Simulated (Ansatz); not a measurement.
Strength of the O–Ge bond: C2H8GeO3 → CH5GeO2 + CH3O

Species: C2H8GeO3 `C[O][GeH]([OH])[O]C`, singlet; CH5GeO2 `C[O][GeH][OH]`, doublet; CH3O `C[O]`, doublet. 

Shapes, held fixed at every level: PBE0-D4/def2-TZVP. Flexible molecules stand in one conformer, not always the lowest. Programs: Ansatz 0.2.0. Electronic energies: no zero-point or thermal term.

| level | kind | ΔE (kJ/mol) | less CCSD(T)/def2-TZVPP |
| --- | --- | --- | --- |
| HF/def2-TZVPP | Hartree–Fock | +296.0 | -126.2 |
| PBE-D4/def2-TZVPP | GGA | +376.5 | -45.7 |
| r2SCAN-D4/def2-TZVPP | meta-GGA | +379.7 | -42.5 |
| wB97M-V/def2-TZVPP | range-separated hybrid | +405.1 | -17.1 |
| B2PLYP/def2-TZVPP | double hybrid | +397.6 | -24.6 |
| CCSD/def2-TZVPP | coupled cluster or CI | +413.4 | -8.8 |
| CCSD(T)/def2-TZVPP | coupled cluster or CI | +422.2 | 0.0 |

The highest level, CCSD(T)/def2-TZVPP, gives ΔE = +422.2 kJ/mol; the levels span +296.0 to +422.2. The column of differences is taken from that level and isn't an error. Hartree–Fock misses the correlation of the pair that is broken and comes out low. No measured value is set beside it here. Open shells run unrestricted unless RO is named. Relativity is left out for Ge unless named. Correlated rows may include outer-core shells of Ge, which these sets cover unevenly.

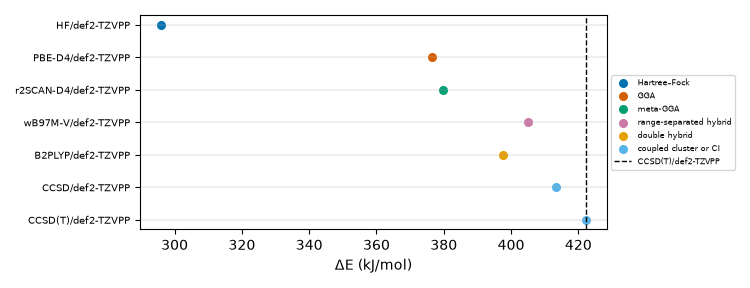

The values of the table, level by level.
